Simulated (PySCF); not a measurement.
**C₆H₉NSi (SMILES C#C[C@H]1[SiH2]CN1C=C): density, localisation and related maps**

```xyz
17

C    -0.8322    2.7508   -0.4148
C    -0.9406    1.7282    0.2003
C    -1.0099    0.4636    0.8900
Si   -1.9848   -0.9283   -0.0383
C    -0.1391   -1.4150   -0.1512
N     0.2025   -0.3455    0.7722
C     1.4650    0.1450    0.9444
C     2.5885   -0.4356    0.5301
H    -0.7502    3.6598   -0.9320
H    -1.2650    0.6442    1.9420
H    -2.6562   -0.5256   -1.2696
H    -2.8098   -1.7636    0.8307
H     0.3283   -1.2848   -1.1352
H     0.1676   -2.3912    0.2342
H     1.4926    1.0689    1.5095
H     3.5455   -0.0066    0.7598
H     2.5908   -1.3521   -0.0326
```

Geometry: GFN2-xTB.

Computed with PBE0/def2-SVPD, SCF density, gas phase in PySCF 2.14.0.

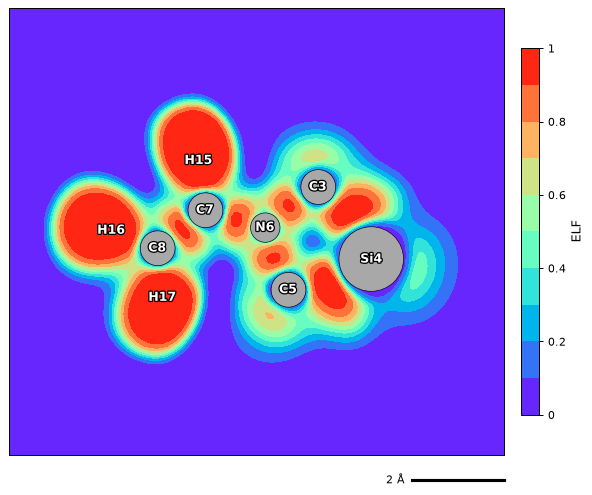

Figure 1. ELF on the plane of atoms C3, Si4 and C5. Grey discs cover the atomic cores.

**Read the bonding off the picture.**

- The plane passes through C, Si, N and H nuclei.
- C–N (1.37 Å): the ELF peaks at about 0.95 between the atoms, as expected for localised, covalent bonding.
- C–Si (1.91 Å): the ELF peaks at about 0.95 between the atoms (localised, covalent bonding).
- C–H (1.07 Å): the ELF climbs to about 1 towards the hydrogen, as it does in any bond to H (a covalent bond by its length).
- C–C (1.33 Å): the ELF peaks at about 0.95 between the atoms; a multiple bond.
- C–N (1.45 Å): the ELF peaks at about 0.95 between the atoms (a covalent bond).

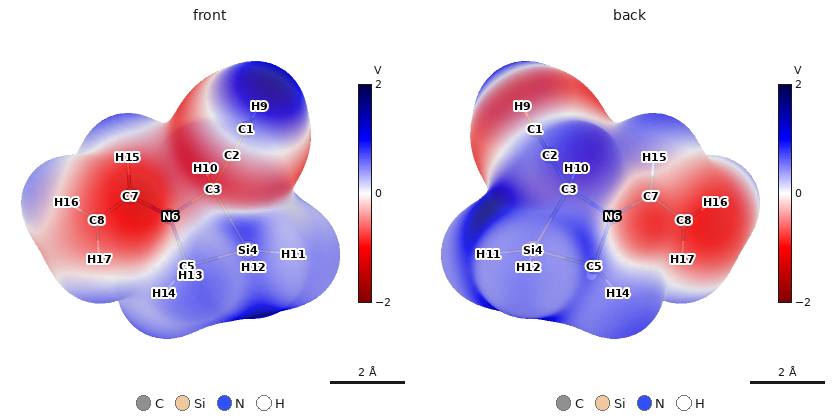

Figure 2. The electrostatic potential painted on the density surface at 0.002 e/bohr³, seen from the front and from behind; red is negative and blue positive.

**Where is the surface potential most negative and most positive?**

The most negative region (about −1.1 V, or −25 kcal/mol for a unit charge) lies over the π face of C7 and C8, the most positive (about +1.7 V, or +39 kcal/mol for a unit charge) over Si4.

**How polar is the molecule by this calculation?**

Its dipole moment is 1.83 D.
